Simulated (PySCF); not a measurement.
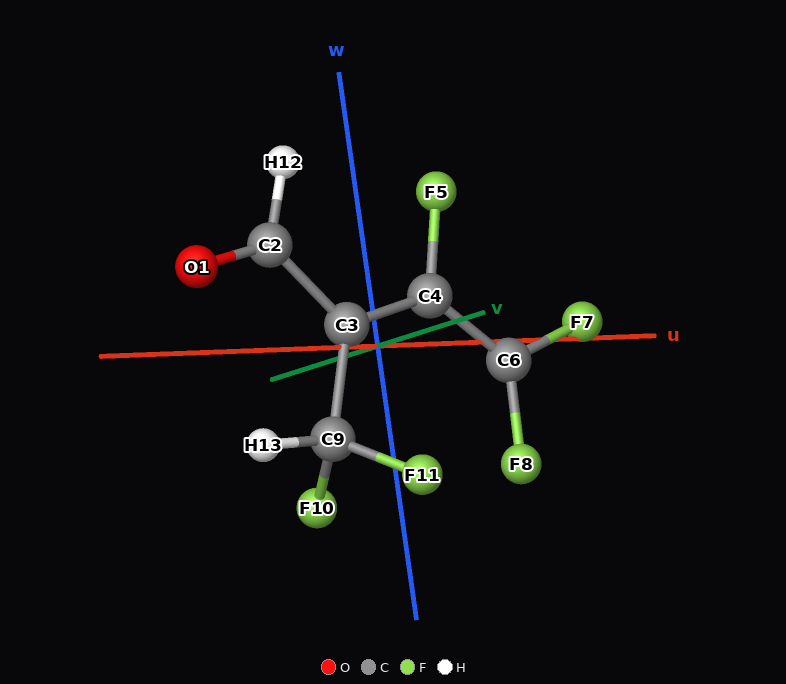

The lines u, v and w are the principal axes of the g tensor. Charge 0, doublet. The geometry was computed by an optimisation with GFN2-xTB. No frequency run is at hand to confirm it as a minimum. Method: UKS B3LYP, pcH-1 on C F H O, non-relativistic, mean-field spin-orbit, GIAO (PySCF 2.14.0).

> Along which axis does g lie farthest from the free-electron value?

Along u (close to the long direction O1···F7): the shift is 4708 ppm.

Give the principal values and shifts.

| axis | g | shift (ppm) |
| --- | --- | --- |
| u | 2.00703 | 4708 |
| v | 2.00198 | −337 |
| w | 2.00496 | 2644 |
